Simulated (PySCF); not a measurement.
**C$_{6}$H$_{11}$NO: density, localisation and related maps**

Input file:

```
{"job": {"kind": "sp", "xc": "wB97X", "basis": "ma-def2-SVP", "d3": "d3bj", "grid": 2}, "charge": 0, "multiplicity": 1}
C     -2.315040     0.296283     0.320281
C     -0.943750     0.118866    -0.313441
C     -0.213051    -1.127957     0.179518
C      1.204019    -1.178570    -0.365347
C      1.987314     0.026345     0.120682
N      1.238650     1.248577    -0.082437
C     -0.113359     1.392179    -0.173003
O     -0.626440     2.497979    -0.196920
H     -2.810763     1.195044    -0.069117
H     -2.232089     0.407785     1.412886
H     -2.949804    -0.578855     0.114427
H     -1.081579     0.017582    -1.407682
H     -0.780480    -2.025800    -0.113677
H     -0.186331    -1.125969     1.284767
H      1.722854    -2.097346    -0.051216
H      1.177312    -1.184902    -1.468826
H      2.947768     0.105875    -0.413275
H      2.228907    -0.101266     1.194138
H      1.727212     2.132405     0.013429
```

Run with:

```sh
OMP_NUM_THREADS=1 python redox_run.py task.json out
```

Geometry: PBE0-D3(BJ)/ma-def2-SVP.

The calculation used DFT single point, gas phase, functional wB97X in PySCF 2.14.0, density-fitted response routines.

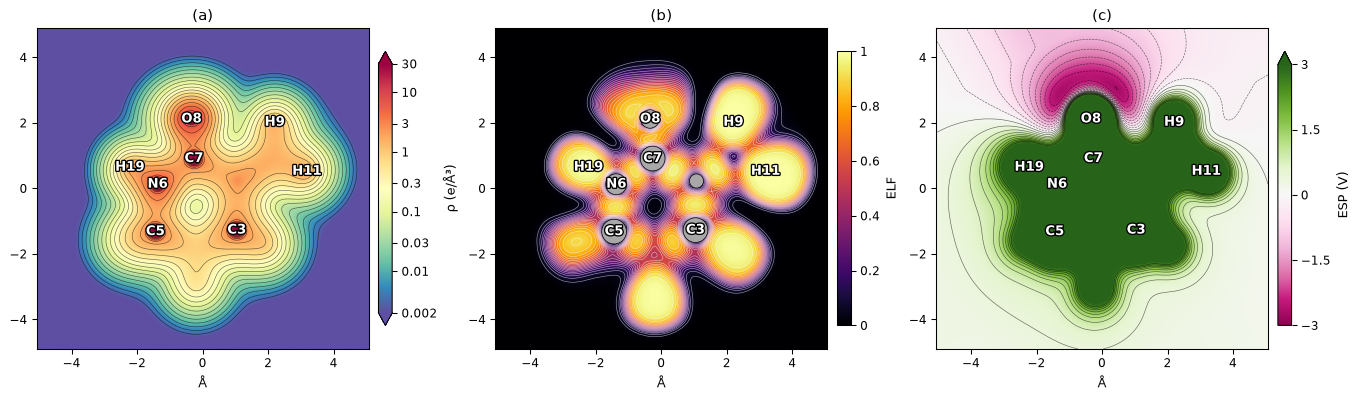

Figure 1. (a) total electron density; (b) ELF; (c) molecular electrostatic potential on the plane of atoms C5, N6 and C7. Grey discs cover the atomic cores in the ELF map.

Question: Interpret the plot.

Answer:
- The plane passes through C, N, O and H nuclei.
- C–O (1.22 Å): ρ at the midpoint is about 3.2 e/Å³; the ELF peaks at about 0.85 between the atoms; a multiple bond.
- C–N (1.36 Å): ρ at the midpoint is about 2.3 e/Å³; the ELF peaks at about 0.90 between the atoms, as expected for localised, covalent bonding.
- N–H (1.01 Å): ρ at the midpoint is about 2.8 e/Å³; the ELF climbs to about 1 towards the hydrogen, as it does in any bond to H: a covalent bond by its length.
- C–N (1.45 Å): the density is about 1.9 e/Å³ at the midpoint; the ELF peaks at about 0.95 between the atoms, as expected for a shared electron pair.
- The ELF also peaks beside O8, away from the bonds: lone-pair regions.
- Outside the dense part of the molecule the potential is most negative (−2.7 V) near O8.

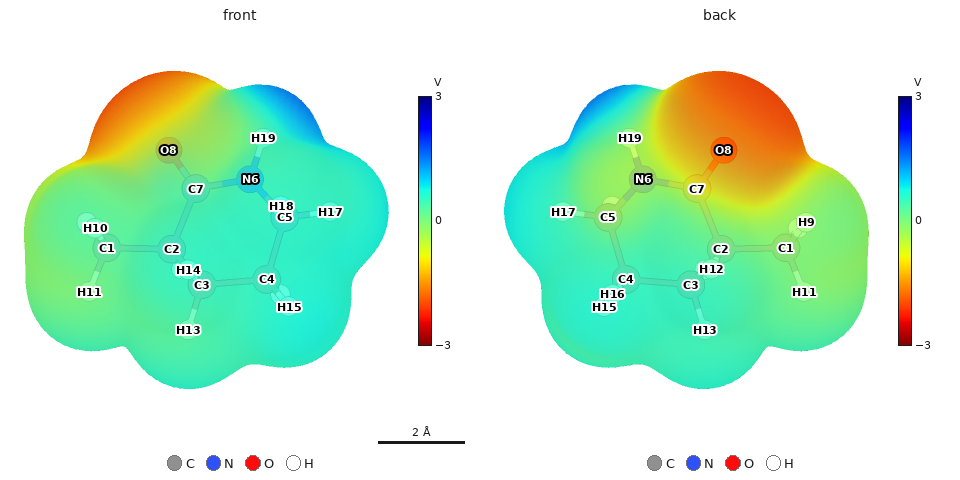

Figure 2. The molecular electrostatic potential painted on the density surface at 0.001 e/bohr³, seen from the front and from behind; the colour scale runs from red (negative) to blue (positive).

Question: Which sites attract a positive test charge, and which a negative one?

Answer: A positive charge is drawn to the negative regions and a negative charge to the positive ones. The most negative region (about −2.0 V) lies over O8, the most positive (about +1.5 V) over H19. O8 is the likeliest acceptor of a hydrogen bond.

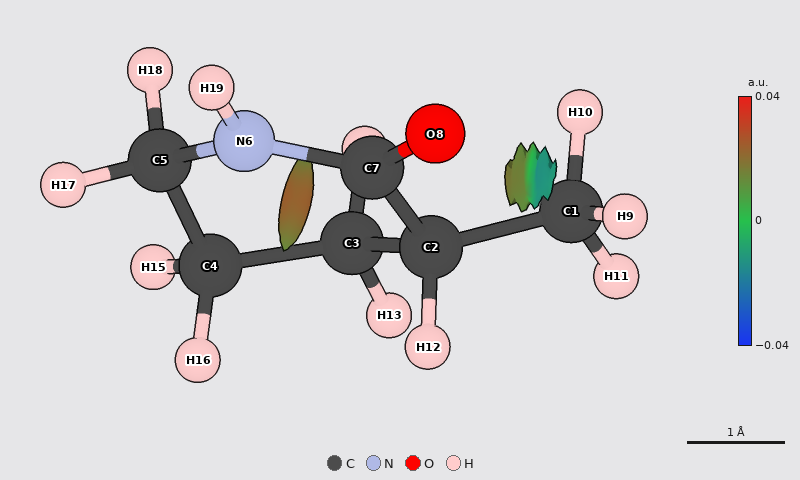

Figure 3. Non-covalent interaction (NCI) plot: the surface where the reduced density gradient is 0.5, for densities under 0.05 a.u., coloured by sign(λ₂)ρ; seen at an oblique angle.

Question: Which non-covalent interactions does the plot reveal?

Answer:
- Between C1 and H9 on one side and O8 and C7 on the other: a weak contact, attractive (blue-green) on one side and crowded (olive to red) on the other
- Inside the ring or cage of C2, C3, C4, C5, N6 and C7: steric crowding (red)
